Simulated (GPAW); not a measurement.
# TiO2 (Anatase, I4_1/amd): the O K absorption edge, part 2 of 4

Aim: the dependence of the O K near-edge features of TiO2 (Anatase, I4_1/amd) on volume.

GPAW 26.7.0; X-ray absorption from dipole matrix elements to empty bands, plane-wave PAW revPBE.

So far. Step 2 (Ground state of the crystal): The mesh shows a gap of 2.16 eV, so the hole is first treated in a charged cell, without the excited electron.

### 4. Spectrum with FCH, O atom 3

The holes are 5.4 Å apart. In GPAW the data set carries the hole's charge, so charge=0 means a charged cell and charge=-1 a neutral one. The excited electron is left out and a uniform background balances the charge. After the field has converged, empty bands are computed with the density fixed and the dipole matrix elements are summed.

The absorber has 2 Ti at 1.93 Å and 1 Ti at 1.98 Å (distorted T-shaped, site symmetry 2mm).

The input, xas.py:

```python
import numpy as np
from ase import Atoms
from ase.parallel import parprint, paropen
from gpaw import GPAW, PW, FermiDirac, Mixer, MixerDif, setup_paths
from gpaw.test import gen
setup_paths.insert(0, '.')
gen('O', name='fch1s', xcname='revPBE', corehole=(1, 0, 1), write_xml=True)
from gpaw.mpi import world
world.barrier()

atoms = Atoms('Ti4O8',
    cell=[[3.7842, -3.7842, 0],
     [3.7842, 3.7842, 0],
     [-1.8921, 1.8921, 4.7573]],
    scaled_positions=[[0, 0.25, 0.5],
     [0.5, 0.75, 0.5],
     [0, 0, 0],
     [0.5, 0.5, 0],
     [0.7919, 0, 0.5838],
     [0.2919, 0.5, 0.5838],
     [0.7919, 0.25, 0.0838],
     [0.2919, 0.75, 0.0838],
     [0.2081, 0.25, 0.9162],
     [0.7081, 0.75, 0.9162],
     [0.2081, 0, 0.4162],
     [0.7081, 0.5, 0.4162]],
    pbc=True)
atoms.calc = calc = GPAW(legacy_gpaw=True, mode=PW(500, force_complex_dtype=True), xc='revPBE', setups={4: 'fch1s'},
    kpts={'size': (4, 3, 4), 'gamma': True}, occupations=FermiDirac(0.02),
    charge=0, mixer=Mixer(0.1, 5, 50), maxiter=150,
    convergence={'density': 0.0001, 'eigenstates': 1e-6}, txt='scf.txt')
energy = atoms.get_potential_energy() + calc.get_reference_energy()
ef = calc.get_fermi_level()
out = dict(energy=energy, fermi=ef, forces=atoms.get_forces().tolist())
parprint(f'all-electron energy {energy:.4f} eV, Fermi level {ef:.4f} eV')
ev = np.array([[calc.get_eigenvalues(k, s) for k in range(len(calc.get_ibz_k_points()))] for s in range(calc.get_number_of_spins())])
out['homo'], out['lumo'], out['counts'] = ev[ev < ef].max(), ev[ev > ef].min(), sorted(set((ev < ef).sum((0, 2)).tolist()))
out['filled'] = (ev[:, 0] < ef).sum(1).tolist()

from ase.units import Ha
from gpaw.xas import dipole_matrix_elements
nb = int(calc.get_number_of_electrons() / 2) + 104
top, nb = nb, nb + 8 + nb // 12
nscf = calc.fixed_density(kpts={'size': (5, 5, 5), 'gamma': True}, nbands=nb,
    convergence={'bands': top, 'eigenstates': 5e-3}, maxiter=60, txt='nscf.txt')
cell = atoms.cell.array
ops = [cell.T @ U.T @ np.linalg.inv(cell.T) for U in nscf.wfs.kd.symmetry.op_scc]
filled = [48]  # bands filled in the ground state, by spin
E = np.arange(-6, 34, 0.1)
fwhm = np.interp(E, [4, 25], [0.9, 3.5])
Y, X, zero, highest = 0, 0, 1e9, 1e9
for spin in range(nscf.get_number_of_spins()):
    wfs = nscf.wfs
    mine = wfs.bd.get_slice()  # this rank's bands
    A = dipole_matrix_elements(wfs.setups[4])
    eps = np.zeros((wfs.kd.nibzkpts, nb))
    d = np.zeros((3, A.shape[1], wfs.kd.nibzkpts, nb), complex)
    for kpt in wfs.kpt_u:
        if kpt.s == spin and 4 in kpt.P_ani:
            eps[kpt.k, mine] = kpt.eps_n * Ha
            d[:, :, kpt.k, mine] = (kpt.weight * wfs.nspins / 2) ** 0.5 * np.inner(A, kpt.P_ani[4])
    world.sum(eps)
    world.sum(d)
    T = np.einsum('amkn,bmkn->abkn', d, d.conj()).real
    T = sum(np.einsum('ai,ijkn,bj->abkn', R, T, R) for R in ops) / len(ops)
    empty = np.ones_like(eps, bool) & (np.arange(nb) >= filled[spin])
    zero, highest = min(zero, eps[empty].min()), min(highest, eps[:, top - 1].min())
    lines = [(eps, T, empty)] if spin == 0 else lines + [(eps, T, empty)]
for eps, T, empty in lines:
    f = np.einsum('aakn->akn', T).reshape(3, -1)
    x = eps.ravel() - zero
    w = np.interp(x, E, fwhm) / 2.35482
    g = np.exp(-0.5 * ((E[:, None] - x) / w) ** 2) / (w * (2 * np.pi) ** 0.5)
    Y = Y + (f * empty.ravel()) @ g.T
    X = X + (f * ~empty.ravel()) @ g.T
out.update(E=E.round(2).tolist(), xas=Y.tolist(), xes=X.tolist(), zero=zero, valid=highest - zero, nk=len(eps), nb=nb)
for i in range(0, len(E), 10):
    parprint(f'{E[i]:7.2f}', *(f'{v:10.3e}' for v in Y[:, i]))
import json
with paropen('out.json', 'w') as f:
    json.dump(out, f)
```

Run with:

```bash
$ OMP_NUM_THREADS=1 mpirun -n 4 gpaw python xas.py
```

Numbers of over 12 decimals in the logs are rounded to 6 here.

Output:

```text
Input parameters:
  convergence: {density: 0.0001,
                eigenstates: 1e-06}
  kpts: {gamma: True,
         size: (4, 3, 4)}
  maxiter: 150
  mixer: {backend: pulay,
          beta: 0.1,
          method: separate,
          nmaxold: 5,
          weight: 50}
  mode: {ecut: 500.0,
         force_complex_dtype: True,
         name: pw}
  occupations: {fixmagmom: False,
                name: fermi-dirac,
                width: 0.02}
  setups: {4: fch1s}
  xc: revPBE

Initialize ...

[... PAW data sets ...]

Reference energy: -108694.399006  # eV

Spin-paired calculation

[... convergence settings ...]
Symmetries present (total): 2
  [... symmetry matrices ...]

48 k-points: 4 x 3 x 4 Monkhorst-Pack grid + [1/8,0.000000,1/8]
17 k-points in the irreducible part of the Brillouin zone
       k-points in crystal coordinates                weights
   0:     0.00000000    0.00000000    0.00000000          1/48
   1:     0.00000000    0.00000000    0.25000000          2/48
   2:     0.00000000    0.00000000    0.50000000          1/48
   3:     0.00000000    0.33333333    0.00000000          2/48
   4:     0.00000000    0.33333333    0.25000000          4/48
   5:     0.00000000    0.33333333    0.50000000          2/48
   6:     0.25000000   -0.33333333    0.00000000          4/48
   7:     0.25000000   -0.33333333    0.50000000          4/48
   8:     0.25000000    0.00000000    0.00000000          4/48
   9:     0.25000000    0.00000000    0.50000000          4/48
          ...
  16:     0.50000000    0.33333333    0.50000000          4/48

Wave functions: Plane wave expansion
  Cutoff energy: 500.000 eV
  Number of coefficients (min, max): 3419, 3480
  Pulay-stress correction: 0.000000 eV/Ang^3 (de/decut=0.000000)
  Using FFTW library
  Wavefunction extrapolation:
    Improved wavefunction reuse through dual PAW basis

Occupation numbers: Fermi-Dirac:
  width: 0.0200  # eV

Eigensolver
   Davidson(niter=2)

Densities:
  Coarse grid: 30*28*30 grid
  Fine grid: 60*56*60 grid
  Total Charge: 1.000000

Density mixing:
  Method: separate
  Backend: pulay
  Linear mixing parameter: 0.1
  old densities: 5
  Width of damping distribution: 1.1
  Damping of long wavelength oscillations: 50

[... Hamiltonian set-up ...]
Number of atoms: 12
Number of atomic orbitals: 84
Number of bands in calculation: 62
Number of valence electrons: 96
Bands to converge: occupied

... initialized

Initializing position-dependent things.

Density initialized from atomic densities
Creating initial wave functions:
  62 bands from LCAO basis set

          O        O

          Ti  O    Ti

        O   O     OO

        Ti        Ti
                O

Atomic positions and initial magnetic moments

Positions:
   0 Ti     0.000000    1.892100    2.378650    ( 0.0000,  0.0000,  0.0000)
   1 Ti     3.784200    1.892100    2.378650    ( 0.0000,  0.0000,  0.0000)
   2 Ti     0.000000    0.000000    0.000000    ( 0.0000,  0.0000,  0.0000)
   3 Ti     3.784200    0.000000    0.000000    ( 0.0000,  0.0000,  0.0000)
   4 O      1.892100   -1.892100    2.777312    ( 0.0000,  0.0000,  0.0000)
   5 O      1.892100    1.892100    2.777312    ( 0.0000,  0.0000,  0.0000)
   6 O      3.784200   -1.892100    0.398662    ( 0.0000,  0.0000,  0.0000)
   7 O      3.784200    1.892100    0.398662    ( 0.0000,  0.0000,  0.0000)
   8 O     -0.000000    1.892100    4.358638    ( 0.0000,  0.0000,  0.0000)
   9 O      3.784200    1.892100    4.358638    ( 0.0000,  0.0000,  0.0000)
  10 O     -0.000000    0.000000    1.979988    ( 0.0000,  0.0000,  0.0000)
  11 O      3.784200    0.000000    1.979988    ( 0.0000,  0.0000,  0.0000)

Unit cell:
           periodic     x           y           z      points  spacing
  1. axis:    yes    3.784200   -3.784200    0.000000    30     0.1555
  2. axis:    yes    3.784200    3.784200    0.000000    28     0.1911
[...]
iter:   8  -120.214430   -1.54  -1.78
iter:   9  -120.210384   -2.95  -2.24
iter:  10  -120.219741c  -2.50  -2.31
iter:  11  -120.210463c  -3.01  -2.55
iter:  12  -120.208803c  -3.72  -2.74
iter:  13  -120.208298c  -3.76  -2.91
iter:  14  -120.208214c  -4.75  -3.06
iter:  15  -120.208352c  -5.13  -3.19
iter:  16  -120.208386c  -5.24  -3.40
iter:  17  -120.208348c  -5.52  -3.69
iter:  18  -120.208342c  -6.00  -3.90
iter:  19  -120.208341c  -5.80  -4.02c
iter:  20  -120.208342c  -6.49c -4.22c

Converged after 20 iterations.

Dipole moment: (0.177762, -0.177762, 0.037946) |e|*Ang

Energy contributions relative to reference atoms: (reference = -108694.399006)

Kinetic:        +91.803472
Potential:     -129.424693
External:        +0.000000
XC:             -83.585731
Entropy (-ST):   +0.000000
Local:           +0.998610
SIC:             +0.000000
--------------------------
Free energy:   -120.208342
Extrapolated:  -120.208342

Showing only first 2 kpts
 Kpt  Band  Eigenvalues  Occupancy
  0    46      4.13045    2.00000
  0    47      4.24625    2.00000
  0    48      6.29195    0.00000
  0    49      7.05039    0.00000

  1    46      4.08679    2.00000
  1    47      4.10563    2.00000
  1    48      6.37943    0.00000
[...]
Fermi level: 5.01369

Gap: 2.036 eV
Transition (v -> c):
  (s=0, k=2, n=47, [0.00, 0.00, 0.50]) -> (s=0, k=0, n=48, [0.00, 0.00, 0.00])
Direct/indirect transitions are different
Direct gap: 2.046 eV
Transition at: (s=0, k=0, n=47, [0.00, 0.00, 0.00])

Forces in eV/Ang:
  0 Ti    3.55563    0.18778   -0.54707
  1 Ti   -3.55563   -0.18778   -0.54707
  2 Ti    0.00000    0.00000    3.24462
  3 Ti    0.00000    0.00000   -0.10192
  4 O     0.00000    0.00000   -0.99352
  5 O     0.00000    0.00000   -0.60777
  6 O    -0.15746   -0.34102   -0.05668
  7 O     0.15746    0.34102   -0.05668
  8 O    -0.90628   -0.02270   -0.45410
  9 O     0.90628    0.02270   -0.45410
 10 O     0.00000    0.00000   -0.01601
 11 O     0.00000    0.00000    0.58955
Scalar-relativistic atomic revPBE calculation for O (Oxygen, Z=8)
Core hole in 1s state (1s occupation: 1.0)
300 radial gridpoints.
|------------------------------------------------|
|------------------------------------------------|
[... the atom generator's iteration count ...]

Energy contributions:
-------------------------
Kinetic:      +54.530280
XC:            -6.272594
Potential:   -102.916977
-------------------------
Total:        -54.659291

state      eigenvalue         ekin         rmax
-----------------------------------------------
1s^1.0 :   -21.906249    31.054629        0.126
2s^2.0 :    -1.610682     4.119458        0.796
2p^4.0 :    -1.060364     3.809184        0.687
-----------------------------------------------
(units: Bohr and Hartree)

Generating PAW setup
Kinetic energy of the core from tauc = 31.080249
Cutoffs:
rc(s)=1.300
rc(p)=1.130
rc(d)=1.170
rc(vbar)=1.300
rc(comp)=1.260
rc(nct)=1.300

Kinetic energy of the core states: 31.054629
Charge: 1.0
Core electrons: 1.0
Valence electrons: 6.0
Pseudo-core charge: 0.000186
Shape function alpha=6.299
Pseudo-electron charge 5.291977
state    eigenvalue         norm
--------------------------------
2s(2) :    -1.610682     1.066260
*s    :    -0.610682
2p(4) :    -1.060364     0.789818
*p    :    -0.060364
*d    :     0.000000
--------------------------------

Diagonalizing with gridspacing h=0.050

state   all-electron     PAW
-------------------------------
2s:      -1.610682    -1.612130
2p:      -1.060364    -1.066633
*d:                   -0.064109
*f:                   -0.013753
-------------------------------
<dir> UserWarning: Initial realspace grid (28,28,30) inconsistent with symmetries.
  warnings.warn(
<dir> UserWarning: Initial realspace grid (28,28,30) inconsistent with symmetries.
  warnings.warn(
<dir> UserWarning: Initial realspace grid (28,28,30) inconsistent with symmetries.
  warnings.warn(
<dir> UserWarning: Initial realspace grid (28,28,30) inconsistent with symmetries.
  warnings.warn(
<dir> UserWarning: Using symmetrized grid: (30,28,30).

  warnings.warn('Using symmetrized grid: ({},{},{}).\n'.format(*N_c))
<dir> UserWarning: Using symmetrized grid: (30,28,30).

  warnings.warn('Using symmetrized grid: ({},{},{}).\n'.format(*N_c))
<dir> UserWarning: Using symmetrized grid: (30,28,30).

  warnings.warn('Using symmetrized grid: ({},{},{}).\n'.format(*N_c))
<dir> UserWarning: Using symmetrized grid: (30,28,30).

  warnings.warn('Using symmetrized grid: ({},{},{}).\n'.format(*N_c))
all-electron energy -108814.6073 eV, Fermi level 5.0137 eV
[...]
31.00  4.166e-05  4.127e-05  5.991e-05
  32.00  4.678e-05  4.539e-05  6.812e-05
  33.00  5.371e-05  5.293e-05  7.356e-05
```

It took 2.3 min on 4 MPI ranks of Arm Neoverse V1, shared host; peak memory 0.47 GiB.

The O K spectrum, O atom 3, full core hole (charged cell) (energy from the lowest empty level; intensity scaled to a mean of 1 over the first 20 eV; polarised curves are means over the symmetry-equivalent atoms):

| E (eV) | isotropic | ε ⊥ c | ε ∥ c |
| --- | --- | --- | --- |
| -2.0 | 0.00 | 0.00 | 0.00 |
| -0.5 | 0.00 | 0.01 | 0.00 |
| 1.0 | 1.77 | 2.03 | 1.23 |
| 2.5 | 0.55 | 0.64 | 0.37 |
| 4.0 | 2.07 | 1.63 | 2.94 |
| 5.5 | 0.25 | 0.26 | 0.22 |
| 7.0 | 0.16 | 0.15 | 0.20 |
| 8.5 | 0.65 | 0.64 | 0.65 |
| 10.0 | 1.07 | 0.97 | 1.26 |
| 11.5 | 0.83 | 0.84 | 0.82 |
| 13.0 | 1.06 | 1.23 | 0.74 |
| 14.5 | 1.75 | 2.00 | 1.26 |
| 16.0 | 1.64 | 1.56 | 1.79 |
| 17.5 | 0.81 | 0.69 | 1.04 |
| 19.0 | 0.58 | 0.55 | 0.63 |
| 20.5 | 0.81 | 0.79 | 0.85 |
| 22.0 | 0.97 | 0.94 | 1.02 |
| 23.5 | 0.87 | 0.89 | 0.82 |
| 25.0 | 0.72 | 0.75 | 0.65 |
| 26.5 | 0.60 | 0.59 | 0.62 |
| 28.0 | 0.60 | 0.57 | 0.66 |
| 29.5 | 0.72 | 0.66 | 0.83 |
| 31.0 | 0.86 | 0.75 | 1.08 |

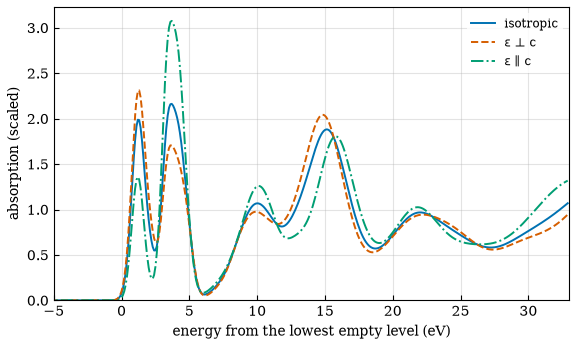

The O K edge, O atom 3, full core hole (charged cell): main maxima at 1.2, 3.7 and 15.1 eV.

Main maxima below 24 eV (height): 1.2 eV (1.99), 3.7 eV (2.16), 10.0 eV (1.07), 15.1 eV (1.88) and 22.0 eV (0.97). A K edge sees empty p states; the first features are O p mixed into the empty d states of the Ti neighbours, and the broad ones above probably into the cations' higher empty bands. Ti is d⁰ and octahedral here, so the pair, 2.5 eV apart, is its t₂g and e_g bands.

The hole costs E(hole) − E(ground) = 531.84 eV, and the lowest empty level of the hole cell on the spectrum's mesh lies at 6.29 eV, which puts the zero at 538.13 eV. One term is added: -8.91 eV, since the hole is spin-paired here and a spin-polarised one costs that much less in the free atom (computed apart). The photon energy is then 529.22 eV. The functional and the charged cell's background leave an error of a few eV in such absolute values.

### 5. Reference energy of the supercell

The cell changes for the next run, so it gets a reference energy of its own.

The cell differs from the one that the last finished run ended in (a 5.352 → 5.242 Å, b 5.352 → 5.242 Å, c 5.458 → 5.347 Å).

The input, scf.py:

```python
import numpy as np
from ase import Atoms
from ase.parallel import parprint, paropen
from gpaw import GPAW, PW, FermiDirac, Mixer, MixerDif, setup_paths
from gpaw.test import gen
setup_paths.insert(0, '.')
gen('O', name='nch1s', xcname='revPBE', corehole=(1, 0, 0), write_xml=True)
from gpaw.mpi import world
world.barrier()

atoms = Atoms('Ti4O8',
    cell=[[3.70694975, -3.70694975, 0],
     [3.70694975, 3.70694975, 0],
     [-1.85347488, 1.85347488, 4.66018499]],
    scaled_positions=[[0, 0.25, 0.5],
     [0.5, 0.75, 0.5],
     [0, 0, 0],
     [0.5, 0.5, 0],
     [0.7919, 0, 0.5838],
     [0.2919, 0.5, 0.5838],
     [0.7919, 0.25, 0.0838],
     [0.2919, 0.75, 0.0838],
     [0.2081, 0.25, 0.9162],
     [0.7081, 0.75, 0.9162],
     [0.2081, 0, 0.4162],
     [0.7081, 0.5, 0.4162]],
    pbc=True)
atoms.calc = calc = GPAW(legacy_gpaw=True, mode=PW(500, force_complex_dtype=True), xc='revPBE', setups={4: 'nch1s'},
    kpts={'size': (4, 3, 4), 'gamma': True}, occupations=FermiDirac(0.02),
    charge=0, mixer=Mixer(0.1, 5, 50), maxiter=150,
    convergence={'density': 0.0001, 'eigenstates': 1e-6}, txt='scf.txt')
energy = atoms.get_potential_energy() + calc.get_reference_energy()
ef = calc.get_fermi_level()
out = dict(energy=energy, fermi=ef, forces=atoms.get_forces().tolist())
parprint(f'all-electron energy {energy:.4f} eV, Fermi level {ef:.4f} eV')
ev = np.array([[calc.get_eigenvalues(k, s) for k in range(len(calc.get_ibz_k_points()))] for s in range(calc.get_number_of_spins())])
out['homo'], out['lumo'], out['counts'] = ev[ev < ef].max(), ev[ev > ef].min(), sorted(set((ev < ef).sum((0, 2)).tolist()))
out['filled'] = (ev[:, 0] < ef).sum(1).tolist()
import json
with paropen('out.json', 'w') as f:
    json.dump(out, f)
```

Run with:

```bash
$ OMP_NUM_THREADS=1 mpirun -n 4 gpaw python scf.py
```

Output:

```text
Input parameters:
  convergence: {density: 0.0001,
                eigenstates: 1e-06}
  kpts: {gamma: True,
         size: (4, 3, 4)}
  maxiter: 150
  mixer: {backend: pulay,
          beta: 0.1,
          method: separate,
          nmaxold: 5,
          weight: 50}
  mode: {ecut: 500.0,
         force_complex_dtype: True,
         name: pw}
  occupations: {fixmagmom: False,
                name: fermi-dirac,
[...]
2s(2) :    -0.881898     1.082464
*s    :     0.118102
2p(4) :    -0.329595     0.879738
*p    :     0.670405
*d    :     0.000000
--------------------------------

Diagonalizing with gridspacing h=0.050

state   all-electron     PAW
-------------------------------
2s:      -0.881898    -0.883008
2p:      -0.329595    -0.333354
*d:                    0.048653
*f:                    0.076486
-------------------------------
all-electron energy -109345.4989 eV, Fermi level 5.6279 eV
[key lines of the parts left out:]
Converged after 22 iterations.
Dipole moment: (0.000013, 0.000013, -0.000000) |e|*Ang
Free energy:    -95.998017
Fermi level: 5.62789
```

Wall time 61 s (4 MPI ranks); peak memory 0.29 GiB; 4 min of CPU time.

Reference energy: -109345.499 eV with the cores included.

### 6. Spectrum with FCH, O atom 3

Shorter bonds are expected to push antibonding states and scattering resonances up, and longer ones down; the cell is scaled to test that.

Changed against the first core-hole run: volume scale from 1 to 0.94.

xas.py: that of step 4 with these lines changed.

```diff
@@ -11,5 +11,5 @@
 atoms = Atoms('Ti4O8',
-    cell=[[3.7842, -3.7842, 0],
-     [3.7842, 3.7842, 0],
-     [-1.8921, 1.8921, 4.7573]],
+    cell=[[3.70694975, -3.70694975, 0],
+     [3.70694975, 3.70694975, 0],
+     [-1.85347488, 1.85347488, 4.66018499]],
     scaled_positions=[[0, 0.25, 0.5],
@@ -41,3 +41,3 @@
 from gpaw.xas import dipole_matrix_elements
-nb = int(calc.get_number_of_electrons() / 2) + 104
+nb = int(calc.get_number_of_electrons() / 2) + 99
 top, nb = nb, nb + 8 + nb // 12
```

Run with:

```bash
$ OMP_NUM_THREADS=1 mpirun -n 4 gpaw python xas.py
```

Output:

```text
Input parameters:
  convergence: {density: 0.0001,
                eigenstates: 1e-06}
  kpts: {gamma: True,
         size: (4, 3, 4)}
  maxiter: 150
  mixer: {backend: pulay,
          beta: 0.1,
          method: separate,
          nmaxold: 5,
          weight: 50}
  mode: {ecut: 500.0,
         force_complex_dtype: True,
         name: pw}
  occupations: {fixmagmom: False,
                name: fermi-dirac,
[...]
*p    :    -0.060364
*d    :     0.000000
--------------------------------

Diagonalizing with gridspacing h=0.050

state   all-electron     PAW
-------------------------------
2s:      -1.610682    -1.612130
2p:      -1.060364    -1.066633
*d:                   -0.064109
*f:                   -0.013753
-------------------------------
all-electron energy -108814.2895 eV, Fermi level 5.5901 eV
[...]
32.00  3.929e-05  3.981e-05  5.464e-05
  33.00  4.326e-05  4.245e-05  6.235e-05
[key lines of the parts left out:]
Converged after 19 iterations.
Dipole moment: (0.174016, -0.174072, 0.035192) |e|*Ang
Free energy:   -119.890468
Fermi level: 5.59006
```

It took 3.5 min on 4 MPI ranks; peak memory 0.56 GiB.

| E (eV) | first run | this run |
| --- | --- | --- |
| -2.0 | 0.00 | 0.00 |
| -1.0 | 0.00 | 0.00 |
| 0.0 | 0.08 | 0.05 |
| 1.0 | 1.77 | 1.49 |
| 2.0 | 0.89 | 1.21 |
| 3.0 | 1.26 | 0.51 |
| 4.0 | 2.07 | 2.20 |
| 5.0 | 0.85 | 1.52 |
| 6.0 | 0.07 | 0.27 |
| 7.0 | 0.16 | 0.14 |
| 8.0 | 0.43 | 0.36 |
| 9.0 | 0.85 | 0.78 |
| 10.0 | 1.07 | 1.05 |
| 11.0 | 0.93 | 0.91 |
| 12.0 | 0.82 | 0.71 |
| 13.0 | 1.06 | 0.81 |
| 14.0 | 1.53 | 1.15 |
| 15.0 | 1.88 | 1.63 |
| 16.0 | 1.64 | 1.82 |
| 17.0 | 1.05 | 1.47 |
| 18.0 | 0.65 | 0.92 |
| 19.0 | 0.58 | 0.60 |
| 20.0 | 0.72 | 0.61 |
| 21.0 | 0.89 | 0.78 |
| 22.0 | 0.97 | 0.93 |
| 23.0 | 0.92 | 0.96 |
| 24.0 | 0.82 | 0.89 |
| 25.0 | 0.72 | 0.80 |
| 26.0 | 0.63 | 0.70 |
| 27.0 | 0.58 | 0.62 |
| 28.0 | 0.60 | 0.57 |
| 29.0 | 0.67 | 0.58 |
| 30.0 | 0.76 | 0.65 |
| 31.0 | 0.86 | 0.72 |
| 32.0 | 0.96 | 0.80 |

Against the first run the r.m.s. difference is 24 %. A shift of +0.4 eV leaves 14 %. The highest intensity below 16 eV goes from 3.7 eV (2.16) to 4.0 eV (2.20).

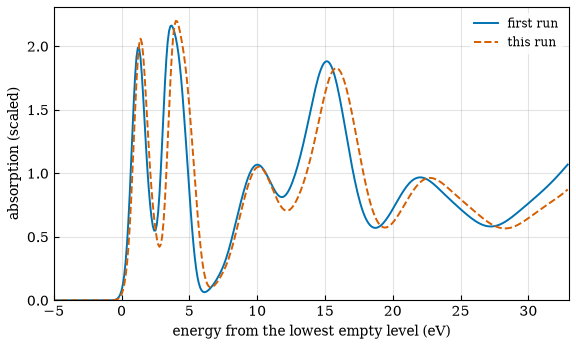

The effect of the change (volume scale from 1 to 0.94).

The photon energy of the zero moves by +0.14 eV.

(Part 2 of 4 ends here.)

[Banner, clock and machine lines of the logs are left out without a mark of their own.]

[Logs are printed without paths, hosts, clocks, repeated set-up lines and the standing remarks that a program may print on its own settings, such as how far it seeks lower states.]

[Hosts, paths, dates, database ids (printed as entryN), source tags and the programs' standing remarks are cut or masked in the printed files.]

[Lists of maxima count a maximum above −3 eV only where it reaches 4 % of the highest in the window and stands out from its surroundings by 2 % of it (1.5 % where it reaches 55 %); shoulders and weaker maxima are passed over, and of the rest the first, up to two pre-edge ones and the few strongest are named.]
